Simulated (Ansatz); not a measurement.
## HfH5O4F: molecular dynamics (part 2 of 4)

Continued. System: HfH5O4F. Method: RKS PBE0-D4/def2-SVP (Ansatz 0.2.0). It belongs to a series of runs on one base structure; here: dynamics from the highest image of the converged band.

Geometry of the input (Å):
```
Hf -0.0486  0.0048  0.1208
O  -0.0832  0.1505  2.2075
H  -0.4362  -0.2727  2.9901
O  1.6031  -0.4695  -0.7483
H  2.4498  -0.4636  -1.1870
O  -1.0973  1.2742  -0.8722
H  -1.5068  1.9410  -1.4165
O  -1.0801  -1.6222  0.0390
H  -1.5191  -2.4391  -0.1819
F  1.0531  1.7382  1.1567
H  0.6332  1.1986  1.9770
```

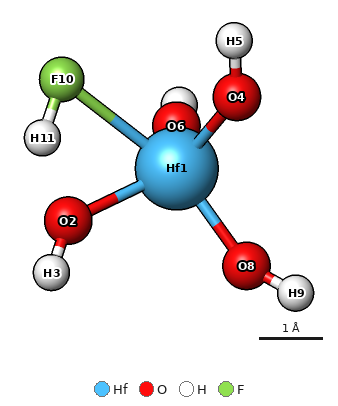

Fig. 1: The geometry at step 154 of the log (ball-and-stick view, seen at a tilt; atoms are numbered from 1 in the order of the input).

## Log, continued
```
md step   105: t =    52.50 fs  T =    59.5 K  F+E_penalty+E_count = -12280.62706583 eV  E_kin = 0.069248 eV  conserved = -12280.55781809 eV  (32 SCF iters)
md step   106: t =    53.00 fs  T =    65.3 K  F+E_penalty+E_count = -12280.63408049 eV  E_kin = 0.075995 eV  conserved = -12280.55808524 eV  (32 SCF iters)
md step   107: t =    53.50 fs  T =    61.6 K  F+E_penalty+E_count = -12280.62959134 eV  E_kin = 0.071650 eV  conserved = -12280.55794090 eV  (32 SCF iters)
md step   108: t =    54.00 fs  T =    49.9 K  F+E_penalty+E_count = -12280.61559428 eV  E_kin = 0.058090 eV  conserved = -12280.55750450 eV  (32 SCF iters)
md step   109: t =    54.50 fs  T =    35.9 K  F+E_penalty+E_count = -12280.59873145 eV  E_kin = 0.041727 eV  conserved = -12280.55700418 eV  (32 SCF iters)
md step   110: t =    55.00 fs  T =    25.9 K  F+E_penalty+E_count = -12280.58674563 eV  E_kin = 0.030077 eV  conserved = -12280.55666908 eV  (30 SCF iters)
md step   111: t =    55.50 fs  T =    24.2 K  F+E_penalty+E_count = -12280.58483973 eV  E_kin = 0.028187 eV  conserved = -12280.55665239 eV  (32 SCF iters)
md step   112: t =    56.00 fs  T =    31.2 K  F+E_penalty+E_count = -12280.59325662 eV  E_kin = 0.036284 eV  conserved = -12280.55697270 eV  (32 SCF iters)
md step   113: t =    56.50 fs  T =    42.6 K  F+E_penalty+E_count = -12280.60701769 eV  E_kin = 0.049526 eV  conserved = -12280.55749146 eV  (32 SCF iters)
md step   114: t =    57.00 fs  T =    51.7 K  F+E_penalty+E_count = -12280.61814439 eV  E_kin = 0.060193 eV  conserved = -12280.55795137 eV  (32 SCF iters)
md step   115: t =    57.50 fs  T =    53.0 K  F+E_penalty+E_count = -12280.61969540 eV  E_kin = 0.061610 eV  conserved = -12280.55808492 eV  (32 SCF iters)
md step   116: t =    58.00 fs  T =    44.8 K  F+E_penalty+E_count = -12280.60985343 eV  E_kin = 0.052082 eV  conserved = -12280.55777152 eV  (32 SCF iters)
md step   117: t =    58.50 fs  T =    31.4 K  F+E_penalty+E_count = -12280.59364253 eV  E_kin = 0.036481 eV  conserved = -12280.55716105 eV  (32 SCF iters)
md step   118: t =    59.00 fs  T =    20.5 K  F+E_penalty+E_count = -12280.58050125 eV  E_kin = 0.023866 eV  conserved = -12280.55663551 eV  (31 SCF iters)
md step   119: t =    59.50 fs  T =    18.8 K  F+E_penalty+E_count = -12280.57846069 eV  E_kin = 0.021907 eV  conserved = -12280.55655353 eV  (25 SCF iters)
md step   120: t =    60.00 fs  T =    27.4 K  F+E_penalty+E_count = -12280.58878349 eV  E_kin = 0.031822 eV  conserved = -12280.55696195 eV  (33 SCF iters)
md step   121: t =    60.50 fs  T =    41.0 K  F+E_penalty+E_count = -12280.60524714 eV  E_kin = 0.047681 eV  conserved = -12280.55756639 eV  (32 SCF iters)
md step   122: t =    61.00 fs  T =    52.0 K  F+E_penalty+E_count = -12280.61851099 eV  E_kin = 0.060526 eV  conserved = -12280.55798546 eV  (32 SCF iters)
md step   123: t =    61.50 fs  T =    54.9 K  F+E_penalty+E_count = -12280.62191239 eV  E_kin = 0.063898 eV  conserved = -12280.55801458 eV  (32 SCF iters)
md step   124: t =    62.00 fs  T =    49.0 K  F+E_penalty+E_count = -12280.61474383 eV  E_kin = 0.057052 eV  conserved = -12280.55769184 eV  (32 SCF iters)
md step   125: t =    62.50 fs  T =    38.4 K  F+E_penalty+E_count = -12280.60183018 eV  E_kin = 0.044621 eV  conserved = -12280.55720922 eV  (32 SCF iters)
md step   126: t =    63.00 fs  T =    29.1 K  F+E_penalty+E_count = -12280.59060703 eV  E_kin = 0.033810 eV  conserved = -12280.55679741 eV  (32 SCF iters)
md step   127: t =    63.50 fs  T =    26.5 K  F+E_penalty+E_count = -12280.58747103 eV  E_kin = 0.030828 eV  conserved = -12280.55664342 eV  (32 SCF iters)
md step   128: t =    64.00 fs  T =    32.6 K  F+E_penalty+E_count = -12280.59480280 eV  E_kin = 0.037974 eV  conserved = -12280.55682842 eV  (32 SCF iters)
md step   129: t =    64.50 fs  T =    45.1 K  F+E_penalty+E_count = -12280.60970827 eV  E_kin = 0.052423 eV  conserved = -12280.55728483 eV  (30 SCF iters)
md step   130: t =    65.00 fs  T =    57.9 K  F+E_penalty+E_count = -12280.62513300 eV  E_kin = 0.067332 eV  conserved = -12280.55780102 eV  (32 SCF iters)
md step   131: t =    65.50 fs  T =    64.6 K  F+E_penalty+E_count = -12280.63321021 eV  E_kin = 0.075111 eV  conserved = -12280.55809879 eV  (32 SCF iters)
md step   132: t =    66.00 fs  T =    61.5 K  F+E_penalty+E_count = -12280.62956160 eV  E_kin = 0.071585 eV  conserved = -12280.55797685 eV  (32 SCF iters)
md step   133: t =    66.50 fs  T =    50.6 K  F+E_penalty+E_count = -12280.61629347 eV  E_kin = 0.058830 eV  conserved = -12280.55746324 eV  (32 SCF iters)
md step   134: t =    67.00 fs  T =    38.3 K  F+E_penalty+E_count = -12280.60141772 eV  E_kin = 0.044559 eV  conserved = -12280.55685870 eV  (32 SCF iters)
md step   135: t =    67.50 fs  T =    32.4 K  F+E_penalty+E_count = -12280.59420613 eV  E_kin = 0.037642 eV  conserved = -12280.55656386 eV  (32 SCF iters)
md step   136: t =    68.00 fs  T =    36.4 K  F+E_penalty+E_count = -12280.59916395 eV  E_kin = 0.042389 eV  conserved = -12280.55677446 eV  (32 SCF iters)
md step   137: t =    68.50 fs  T =    47.9 K  F+E_penalty+E_count = -12280.61310508 eV  E_kin = 0.055781 eV  conserved = -12280.55732438 eV  (32 SCF iters)
md step   138: t =    69.00 fs  T =    60.0 K  F+E_penalty+E_count = -12280.62759155 eV  E_kin = 0.069750 eV  conserved = -12280.55784124 eV  (32 SCF iters)
md step   139: t =    69.50 fs  T =    65.8 K  F+E_penalty+E_count = -12280.63452623 eV  E_kin = 0.076491 eV  conserved = -12280.55803492 eV  (32 SCF iters)
md step   140: t =    70.00 fs  T =    62.6 K  F+E_penalty+E_count = -12280.63067005 eV  E_kin = 0.072821 eV  conserved = -12280.55784866 eV  (32 SCF iters)
md step   141: t =    70.50 fs  T =    52.7 K  F+E_penalty+E_count = -12280.61869261 eV  E_kin = 0.061274 eV  conserved = -12280.55741827 eV  (32 SCF iters)
md step   142: t =    71.00 fs  T =    41.4 K  F+E_penalty+E_count = -12280.60517593 eV  E_kin = 0.048216 eV  conserved = -12280.55695990 eV  (32 SCF iters)
md step   143: t =    71.50 fs  T =    34.9 K  F+E_penalty+E_count = -12280.59723050 eV  E_kin = 0.040551 eV  conserved = -12280.55667912 eV  (32 SCF iters)
md step   144: t =    72.00 fs  T =    36.5 K  F+E_penalty+E_count = -12280.59921717 eV  E_kin = 0.042510 eV  conserved = -12280.55670761 eV  (32 SCF iters)
md step   145: t =    72.50 fs  T =    46.1 K  F+E_penalty+E_count = -12280.61066828 eV  E_kin = 0.053617 eV  conserved = -12280.55705102 eV  (32 SCF iters)
md step   146: t =    73.00 fs  T =    59.0 K  F+E_penalty+E_count = -12280.62624828 eV  E_kin = 0.068684 eV  conserved = -12280.55756382 eV  (32 SCF iters)
md step   147: t =    73.50 fs  T =    68.9 K  F+E_penalty+E_count = -12280.63808978 eV  E_kin = 0.080102 eV  conserved = -12280.55798772 eV  (32 SCF iters)
md step   148: t =    74.00 fs  T =    70.3 K  F+E_penalty+E_count = -12280.63982532 eV  E_kin = 0.081757 eV  conserved = -12280.55806871 eV  (28 SCF iters)
md step   149: t =    74.50 fs  T =    62.5 K  F+E_penalty+E_count = -12280.63044206 eV  E_kin = 0.072724 eV  conserved = -12280.55771848 eV  (32 SCF iters)
md step   150: t =    75.00 fs  T =    50.2 K  F+E_penalty+E_count = -12280.61549515 eV  E_kin = 0.058373 eV  conserved = -12280.55712206 eV  (32 SCF iters)
md step   151: t =    75.50 fs  T =    40.8 K  F+E_penalty+E_count = -12280.60417224 eV  E_kin = 0.047509 eV  conserved = -12280.55666360 eV  (32 SCF iters)
md step   152: t =    76.00 fs  T =    40.2 K  F+E_penalty+E_count = -12280.60347525 eV  E_kin = 0.046821 eV  conserved = -12280.55665453 eV  (32 SCF iters)
md step   153: t =    76.50 fs  T =    48.5 K  F+E_penalty+E_count = -12280.61356161 eV  E_kin = 0.056477 eV  conserved = -12280.55708491 eV  (32 SCF iters)
md step   154: t =    77.00 fs  T =    60.4 K  F+E_penalty+E_count = -12280.62786187 eV  E_kin = 0.070215 eV  conserved = -12280.55764683 eV  (32 SCF iters)
md step   155: t =    77.50 fs  T =    68.5 K  F+E_penalty+E_count = -12280.63765815 eV  E_kin = 0.079663 eV  conserved = -12280.55799469 eV  (32 SCF iters)
md step   156: t =    78.00 fs  T =    68.2 K  F+E_penalty+E_count = -12280.63736484 eV  E_kin = 0.079394 eV  conserved = -12280.55797102 eV  (32 SCF iters)
md step   157: t =    78.50 fs  T =    59.7 K  F+E_penalty+E_count = -12280.62710102 eV  E_kin = 0.069464 eV  conserved = -12280.55763741 eV  (32 SCF iters)
md step   158: t =    79.00 fs  T =    47.0 K  F+E_penalty+E_count = -12280.61189344 eV  E_kin = 0.054715 eV  conserved = -12280.55717878 eV  (32 SCF iters)
md step   159: t =    79.50 fs  T =    36.1 K  F+E_penalty+E_count = -12280.59883033 eV  E_kin = 0.042026 eV  conserved = -12280.55680395 eV  (32 SCF iters)
md step   160: t =    80.00 fs  T =    31.9 K  F+E_penalty+E_count = -12280.59374284 eV  E_kin = 0.037065 eV  conserved = -12280.55667828 eV  (32 SCF iters)
md step   161: t =    80.50 fs  T =    35.8 K  F+E_penalty+E_count = -12280.59856856 eV  E_kin = 0.041697 eV  conserved = -12280.55687126 eV  (32 SCF iters)
md step   162: t =    81.00 fs  T =    45.5 K  F+E_penalty+E_count = -12280.61028768 eV  E_kin = 0.052974 eV  conserved = -12280.55731350 eV  (32 SCF iters)
md step   163: t =    81.50 fs  T =    55.3 K  F+E_penalty+E_count = -12280.62208131 eV  E_kin = 0.064286 eV  conserved = -12280.55779530 eV  (32 SCF iters)
md step   164: t =    82.00 fs  T =    59.0 K  F+E_penalty+E_count = -12280.62663990 eV  E_kin = 0.068594 eV  conserved = -12280.55804627 eV  (32 SCF iters)
md step   165: t =    82.50 fs  T =    53.7 K  F+E_penalty+E_count = -12280.62032203 eV  E_kin = 0.062437 eV  conserved = -12280.55788489 eV  (32 SCF iters)
md step   166: t =    83.00 fs  T =    41.7 K  F+E_penalty+E_count = -12280.60582564 eV  E_kin = 0.048457 eV  conserved = -12280.55736858 eV  (30 SCF iters)
md step   167: t =    83.50 fs  T =    29.5 K  F+E_penalty+E_count = -12280.59117634 eV  E_kin = 0.034366 eV  conserved = -12280.55681068 eV  (32 SCF iters)
md step   168: t =    84.00 fs  T =    24.4 K  F+E_penalty+E_count = -12280.58492054 eV  E_kin = 0.028336 eV  conserved = -12280.55658417 eV  (32 SCF iters)
md step   169: t =    84.50 fs  T =    29.0 K  F+E_penalty+E_count = -12280.59052684 eV  E_kin = 0.033694 eV  conserved = -12280.55683302 eV  (32 SCF iters)
md step   170: t =    85.00 fs  T =    40.3 K  F+E_penalty+E_count = -12280.60421987 eV  E_kin = 0.046856 eV  conserved = -12280.55736402 eV  (32 SCF iters)
md step   171: t =    85.50 fs  T =    51.6 K  F+E_penalty+E_count = -12280.61782293 eV  E_kin = 0.059998 eV  conserved = -12280.55782512 eV  (32 SCF iters)
md step   172: t =    86.00 fs  T =    56.8 K  F+E_penalty+E_count = -12280.62406473 eV  E_kin = 0.066095 eV  conserved = -12280.55796989 eV  (32 SCF iters)
md step   173: t =    86.50 fs  T =    53.9 K  F+E_penalty+E_count = -12280.62045134 eV  E_kin = 0.062679 eV  conserved = -12280.55777187 eV  (32 SCF iters)
md step   174: t =    87.00 fs  T =    45.1 K  F+E_penalty+E_count = -12280.60984558 eV  E_kin = 0.052477 eV  conserved = -12280.55736907 eV  (32 SCF iters)
md step   175: t =    87.50 fs  T =    35.6 K  F+E_penalty+E_count = -12280.59841993 eV  E_kin = 0.041461 eV  conserved = -12280.55695849 eV  (32 SCF iters)
md step   176: t =    88.00 fs  T =    30.8 K  F+E_penalty+E_count = -12280.59255745 eV  E_kin = 0.035837 eV  conserved = -12280.55672008 eV  (32 SCF iters)
md step   177: t =    88.50 fs  T =    33.7 K  F+E_penalty+E_count = -12280.59596200 eV  E_kin = 0.039193 eV  conserved = -12280.55676865 eV  (32 SCF iters)
md step   178: t =    89.00 fs  T =    43.6 K  F+E_penalty+E_count = -12280.60785183 eV  E_kin = 0.050746 eV  conserved = -12280.55710593 eV  (32 SCF iters)
md step   179: t =    89.50 fs  T =    56.2 K  F+E_penalty+E_count = -12280.62299401 eV  E_kin = 0.065403 eV  conserved = -12280.55759101 eV  (32 SCF iters)
md step   180: t =    90.00 fs  T =    65.3 K  F+E_penalty+E_count = -12280.63397026 eV  E_kin = 0.075996 eV  conserved = -12280.55797452 eV  (32 SCF iters)
md step   181: t =    90.50 fs  T =    66.2 K  F+E_penalty+E_count = -12280.63505845 eV  E_kin = 0.077041 eV  conserved = -12280.55801726 eV  (32 SCF iters)
md step   182: t =    91.00 fs  T =    58.6 K  F+E_penalty+E_count = -12280.62583283 eV  E_kin = 0.068178 eV  conserved = -12280.55765503 eV  (32 SCF iters)
md step   183: t =    91.50 fs  T =    47.2 K  F+E_penalty+E_count = -12280.61201175 eV  E_kin = 0.054922 eV  conserved = -12280.55709018 eV  (32 SCF iters)
md step   184: t =    92.00 fs  T =    39.2 K  F+E_penalty+E_count = -12280.60228768 eV  E_kin = 0.045596 eV  conserved = -12280.55669135 eV  (32 SCF iters)
md step   185: t =    92.50 fs  T =    39.6 K  F+E_penalty+E_count = -12280.60275832 eV  E_kin = 0.046034 eV  conserved = -12280.55672427 eV  (29 SCF iters)
md step   186: t =    93.00 fs  T =    48.0 K  F+E_penalty+E_count = -12280.61294706 eV  E_kin = 0.055804 eV  conserved = -12280.55714292 eV  (32 SCF iters)
md step   187: t =    93.50 fs  T =    59.1 K  F+E_penalty+E_count = -12280.62644945 eV  E_kin = 0.068802 eV  conserved = -12280.55764760 eV  (32 SCF iters)
md step   188: t =    94.00 fs  T =    66.6 K  F+E_penalty+E_count = -12280.63540135 eV  E_kin = 0.077468 eV  conserved = -12280.55793374 eV  (32 SCF iters)
md step   189: t =    94.50 fs  T =    66.4 K  F+E_penalty+E_count = -12280.63515745 eV  E_kin = 0.077276 eV  conserved = -12280.55788114 eV  (31 SCF iters)
md step   190: t =    95.00 fs  T =    59.1 K  F+E_penalty+E_count = -12280.62629176 eV  E_kin = 0.068729 eV  conserved = -12280.55756297 eV  (32 SCF iters)
md step   191: t =    95.50 fs  T =    48.5 K  F+E_penalty+E_count = -12280.61360851 eV  E_kin = 0.056458 eV  conserved = -12280.55715037 eV  (32 SCF iters)
md step   192: t =    96.00 fs  T =    40.1 K  F+E_penalty+E_count = -12280.60349767 eV  E_kin = 0.046672 eV  conserved = -12280.55682533 eV  (32 SCF iters)
md step   193: t =    96.50 fs  T =    38.1 K  F+E_penalty+E_count = -12280.60102416 eV  E_kin = 0.044295 eV  conserved = -12280.55672942 eV  (32 SCF iters)
md step   194: t =    97.00 fs  T =    43.6 K  F+E_penalty+E_count = -12280.60766379 eV  E_kin = 0.050742 eV  conserved = -12280.55692217 eV  (32 SCF iters)
md step   195: t =    97.50 fs  T =    54.2 K  F+E_penalty+E_count = -12280.62040374 eV  E_kin = 0.063065 eV  conserved = -12280.55733890 eV  (32 SCF iters)
md step   196: t =    98.00 fs  T =    64.5 K  F+E_penalty+E_count = -12280.63283328 eV  E_kin = 0.075050 eV  conserved = -12280.55778324 eV  (32 SCF iters)
md step   197: t =    98.50 fs  T =    69.0 K  F+E_penalty+E_count = -12280.63824183 eV  E_kin = 0.080241 eV  conserved = -12280.55800111 eV  (32 SCF iters)
md step   198: t =    99.00 fs  T =    65.0 K  F+E_penalty+E_count = -12280.63349967 eV  E_kin = 0.075668 eV  conserved = -12280.55783200 eV  (32 SCF iters)
md step   199: t =    99.50 fs  T =    55.1 K  F+E_penalty+E_count = -12280.62140065 eV  E_kin = 0.064051 eV  conserved = -12280.55734947 eV  (32 SCF iters)
these checks for a lower state are left out or cut short: starts, cluster_reference, orbital_swaps, neighbouring_geometries, increment
1309 factors; integrals over basis functions are off by at most 3.6e-4 eV
mean field -12280.44244915 eV, -451.2979360232 hartree, gradient 1.7e-5 eV, S^2 0.000000; 0 other end points of the search recorded, 0 dependent functions left out
the calculation of the forces begins
reference -12280.44251369 eV, -451.2979383954 hartree; 29, 29 occupied and 98, 98 virtual orbitals, 1309 factors
1309 factors; integrals over basis functions are off by at most 3.6e-4 eV
mean field -12280.44244915 eV, -451.2979360232 hartree, gradient 1.7e-5 eV, S^2 0.000000; 1 other end points of the search recorded, 0 dependent functions left out
the calculation of the forces begins
reference -12280.44251369 eV, -451.2979383954 hartree; 29, 29 occupied and 98, 98 virtual orbitals, 1309 factors
md step   200: t =   100.00 fs  T =    45.2 K  F+E_penalty+E_count = -12280.60942376 eV  E_kin = 0.052566 eV  conserved = -12280.55685755 eV  (30 SCF iters)
```

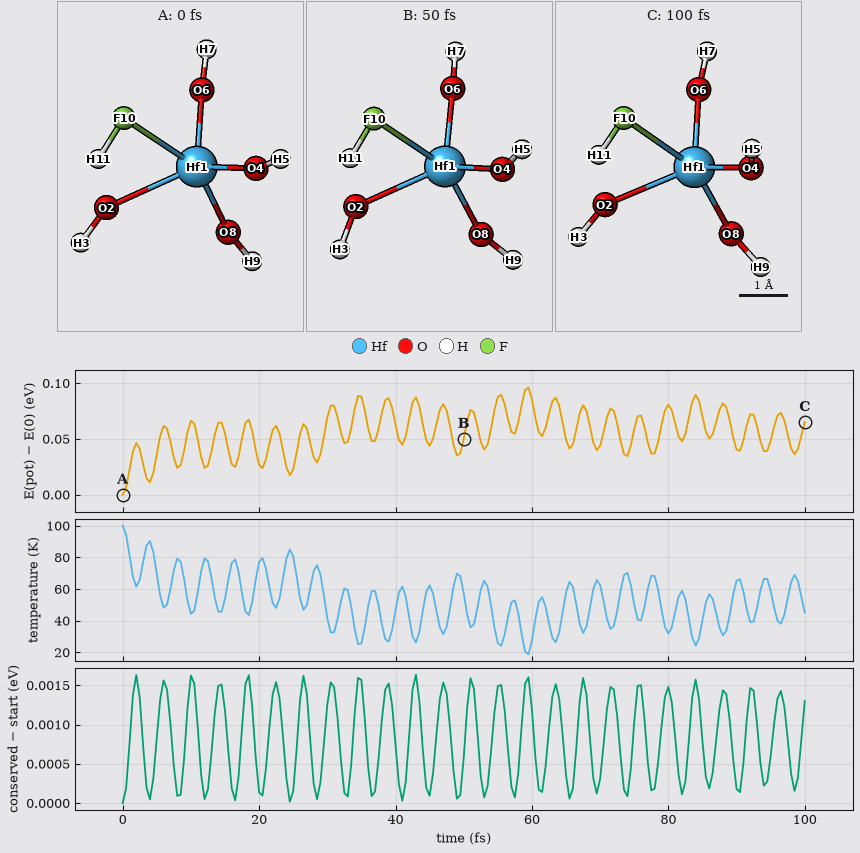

Fig. 2: Frames of the molecular dynamics (ball-and-stick, seen at a tilt) above the curves, on which the letters mark them. The trajectory kept here has 201 frames over 100 fs. The temperature starts at 100 K, ranges from 19 to 100 K and averages 47 K over the second half. The potential energy ends 0.065 eV above its first value. The conserved quantity stays within 0.0016 eV. After an unweighted best fit of the last frame on the first, the root-mean-square displacement is 0.21 Å, and H5 has moved furthest (0.40 Å).

```
Total energy: -12280.60948830 eV, -451.3040745991 hartree
Atom 0 at    -0.079806    -0.001898     0.126392 Å, force     0.268647    -0.481310    -0.213683 eV/Å
Atom 1 at    -0.077127     0.205424     2.165630 Å, force    -0.125969    -0.004518     0.075924 eV/Å
Atom 2 at    -0.529401    -0.163982     2.924131 Å, force     0.007393     0.015480     0.060211 eV/Å
Atom 3 at     1.635545    -0.425028    -0.696371 Å, force     0.348729     0.251010     0.008203 eV/Å
Atom 4 at     2.502371    -0.001272    -0.783060 Å, force    -0.484473    -0.259389     0.021384 eV/Å
Atom 5 at    -1.093714     1.292755    -0.860794 Å, force     0.539118    -0.807564     0.878586 eV/Å
Atom 6 at    -1.512292     1.875988    -1.451191 Å, force    -0.677469     0.951882    -0.932937 eV/Å
Atom 7 at    -1.035222    -1.694406    -0.034306 Å, force     0.150247     1.580070     0.353053 eV/Å
Atom 8 at    -0.995583    -2.602747    -0.252110 Å, force     0.019098    -1.254419    -0.315434 eV/Å
Atom 9 at     1.240519     1.740607     1.138798 Å, force    -0.197311    -0.125951    -0.002316 eV/Å
Atom 10 at     0.764941     1.267183     1.904350 Å, force     0.151989     0.134709     0.067010 eV/Å
Dipole moment:    -0.134296    -0.090838     0.182446 e Å
```

## Trajectory as extended XYZ (Å, eV, eV/Å), 42 of the 201 frames kept, from step=0 to step=200
```
11
Properties=species:S:1:pos:R:3:forces:R:3 step=0 time_fs=0.0 energy=-12280.67449 temperature=100.0
Hf   -0.0486    0.0048    0.1208    0.0000   0.0005  -0.0002
O    -0.0832    0.1505    2.2075    0.0002   0.0010   0.0001
H    -0.4362   -0.2727    2.9901    0.0002   0.0000   0.0001
O     1.6031   -0.4695   -0.7484    0.0000  -0.0011  -0.0002
H     2.4498   -0.4636   -1.1870    0.0001   0.0008   0.0001
O    -1.0973    1.2742   -0.8722   -0.0004  -0.0001   0.0001
H    -1.5068    1.9410   -1.4165    0.0002   0.0000  -0.0001
O    -1.0801   -1.6222    0.0390    0.0000   0.0000  -0.0003
H    -1.5191   -2.4391   -0.1819    0.0000   0.0000   0.0002
F     1.0531    1.7382    1.1567    0.0018   0.0016  -0.0036
H     0.6332    1.1986    1.9770   -0.0022  -0.0028   0.0039
11
Properties=species:S:1:pos:R:3:forces:R:3 step=5 time_fs=2.5 energy=-12280.63339 temperature=65.8
Hf   -0.0505    0.0065    0.1208   -0.0505  -0.4000   0.2353
O    -0.0856    0.1483    2.2095    0.1035   0.1108  -0.1249
H    -0.4190   -0.2880    2.9925   -0.0281  -0.0551   0.0105
O     1.6035   -0.4709   -0.7445    0.7201   0.0414  -0.3842
H     2.4593   -0.4538   -1.1991   -0.7386  -0.0119   0.3937
O    -1.0934    1.2712   -0.8745    0.5258  -0.8281   0.6903
H    -1.4989    1.9223   -1.4027   -0.5990   0.9440  -0.7672
O    -1.0761   -1.6343    0.0370    0.7390   1.3853   0.3301
H    -1.5046   -2.4281   -0.1928   -0.6357  -1.1814  -0.3382
F     1.0612    1.7375    1.1552    0.1026   0.0935  -0.0088
H     0.6735    1.2145    1.9777   -0.1391  -0.0985  -0.0363
```
